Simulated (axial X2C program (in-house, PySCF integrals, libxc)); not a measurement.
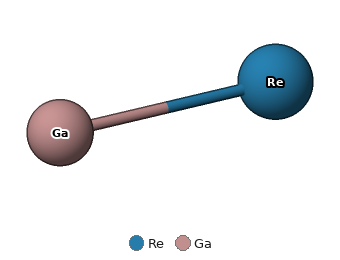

**Figure 1.** The molecule at the reference distance of 2.542 Å.

Run report: ReGa, relativistic diatomic calculation

- system: ReGa, single determinant with Ω = 3. The distance is the PBE0 minimum at charge 0.
- method: expectation values, HF and Kohn-Sham, two-component X2C with atomic mean-field Coulomb and Gaunt terms, Re dyall-cv3z, Ga dyall-cv3z (cores contracted) (axial X2C program (in-house, PySCF integrals, libxc))

### Summary

- outcome: converged; the levels of theory disagree widely
- hardware: 1 thread of Arm Neoverse V2, 24 GiB of memory available, shared host
- wall time: 16 s
- peak memory: 0.7 GiB

### The input
```
{"zs": [75, 31], "q": 0, "bas": ["dyall-cv3z", "dyall-cv3z"], "r0": 2.55, "levels": ["PBE0", "HF", "TPSSh", "B3LYP", "PBE"], "nst": 3}
```

The line is the task of a batch: nuclear charges, charge, bases, the levels to run, a first guess of the distance and further settings. This report covers the levels named above. The log is that of the reference distance.

The run was one of a batch that the task file lists, launched with:
```bash
python <driver script> task.json out
```

### The program's output
```
two-component X2C + atomic mean field  PBE0
basis functions 293  fitting functions 1517  grid points 5804
iter        total energy     max residual
   1     -18635.698274655     2.12e+01
   2     -18635.927768103     8.41e-02
   3     -18635.927902407     5.93e-02
   4     -18635.927921712     1.99e-02
   5     -18635.927933127     2.28e-02
   6     -18635.927947327     1.00e-02
   7     -18635.927949309     1.11e-03
   8     -18635.927949767     2.14e-03
   9     -18635.927949867     1.87e-04
  10     -18635.927949884     3.48e-04
  11     -18635.927949890     7.37e-05
  12     -18635.927949893     1.15e-04
  13     -18635.927949895     1.95e-05
  14     -18635.927949895     2.56e-06
converged
one-electron -26559.93179466  Coulomb 7867.68963606  exact exchange -101.41402624  xc functional -310.94016356  nuclear repulsion 484.00354657  atomic mean-field constant -15.33514807
```

### Expectation values by level of theory

| quantity | PBE0 | HF | TPSSh | B3LYP | PBE |
| --- | --- | --- | --- | --- | --- |
| effective field for an electron dipole moment (GV/cm) | −22.0 | −74.3 | −19.6 | −8.36 | −11.4 |
| field gradient at the first nucleus (a.u.) | −2.39 | −4.83 | −2.62 | −2.00 | −2.63 |
| field gradient at the second nucleus (a.u.) | −1.99 | −1.83 | −2.05 | −1.88 | −1.89 |
| A∥/gI, first nucleus (MHz) | 748 | 975 | 794 | 476 | 675 |
| A∥/gI, second nucleus (MHz) | 58.5 | 64.4 | 52.3 | 48.2 | 51.3 |

Each column comes from one determinant with 2 or more unpaired spinors, which can mix states, in a basis with contracted cores. The levels disagree widely: the effective field runs from −74.3 to −8.36 GV/cm, A∥/gI at the first nucleus runs from 476 to 975 MHz and the field gradient at the first nucleus runs from −4.83 to −2.00 a.u. They may not all have settled in the same state, and these values aren't reliable properties of the molecule.

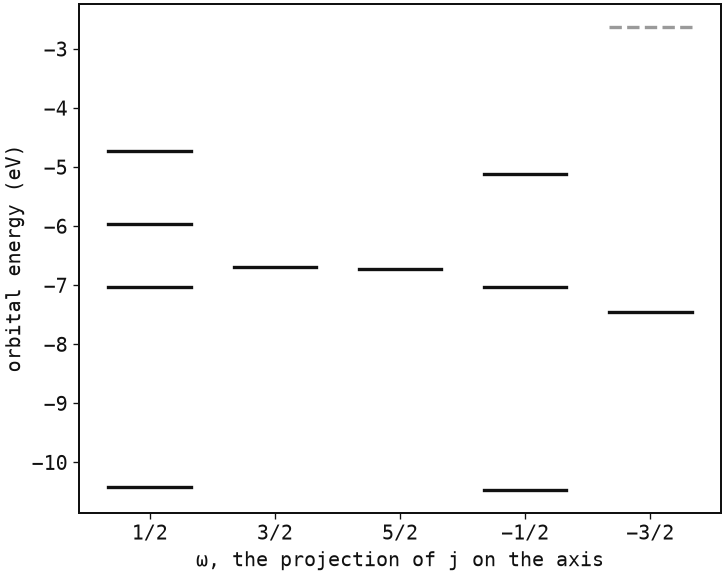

**Figure 2.** Orbital energies (PBE0) near the frontier at 2.54 Å, filled (solid) and empty (dashed). The highest filled spinor (1/2; 64 % Re d, 29 % Ga p) lies at −4.73 eV, the lowest empty one (−3/2; 45 % Ga p, 45 % Re d) at −2.63 eV.
